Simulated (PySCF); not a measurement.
```xyz
18

C    -1.1637    2.1715   -0.5378
C    -1.0733    0.8677   -0.1601
C    -2.2009    0.0096    0.1957
C    -1.7689   -1.2095    0.5170
C    -0.2803   -1.2907    0.4052
C     0.1080    0.0828   -0.0361
C     1.4565    0.5147   -0.2858
C     2.5378   -0.5276   -0.0731
O     1.7424    1.6504   -0.6484
H    -2.1191    2.6639   -0.5980
H    -0.2802    2.7330   -0.7812
H    -3.2198    0.3532    0.1881
H    -2.3669   -2.0500    0.8215
H     0.1798   -1.5623    1.3605
H     0.0266   -2.0558   -0.3148
H     3.5056   -0.0871   -0.2966
H     2.5329   -0.8749    0.9581
H     2.3747   -1.3827   -0.7258
```

Geometry: GFN2-xTB.

Method: UKS B3LYP, pcH-1 on C H O, non-relativistic, mean-field spin-orbit, GIAO (PySCF 2.14.0, density-fitted response routines).

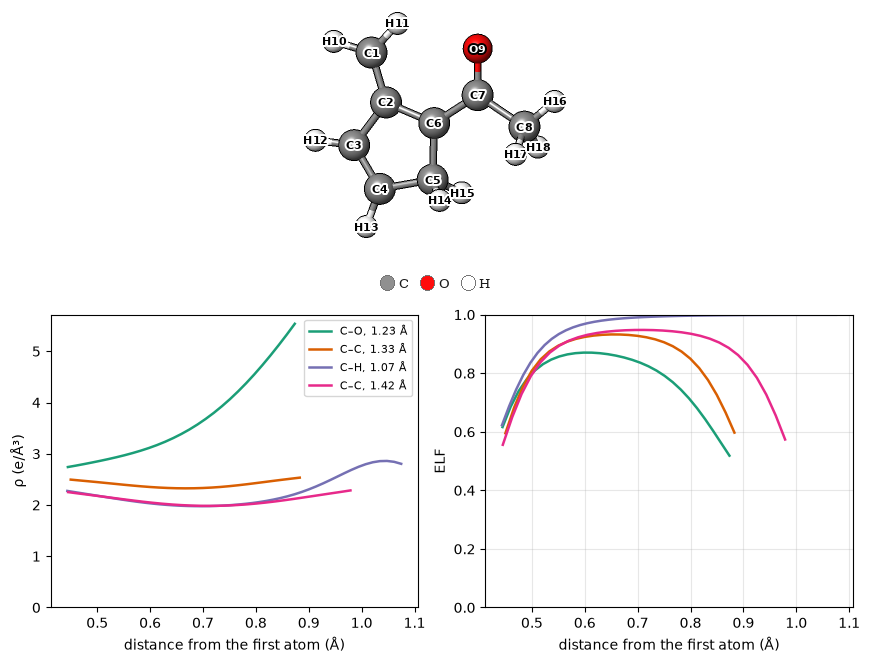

C$_{8}$H$_{9}$O (SMILES C=C1C=CC[C]1C(C)=O) (doublet). Total electron density and ELF along straight lines between neighbouring atoms. The curves leave out the atomic cores. The structure is drawn too.

Question: What can be read from the curves?

Answer: C–O (1.23 Å): the density is about 3.2 e/Å³ at the midpoint; the ELF peaks at about 0.85 between the atoms; a multiple bond.
C–C (1.33 Å): the density is about 2.3 e/Å³ at the midpoint; the ELF peaks at about 0.95 between the atoms: a multiple bond.
C–H (1.07 Å): the density is about 2.1 e/Å³ at the midpoint; the ELF climbs to about 1 towards the hydrogen, as it does in any bond to H: a covalent bond by its length.
C–C (1.42 Å): ρ at the midpoint is about 2 e/Å³; the ELF peaks at about 0.95 between the atoms (a covalent bond).
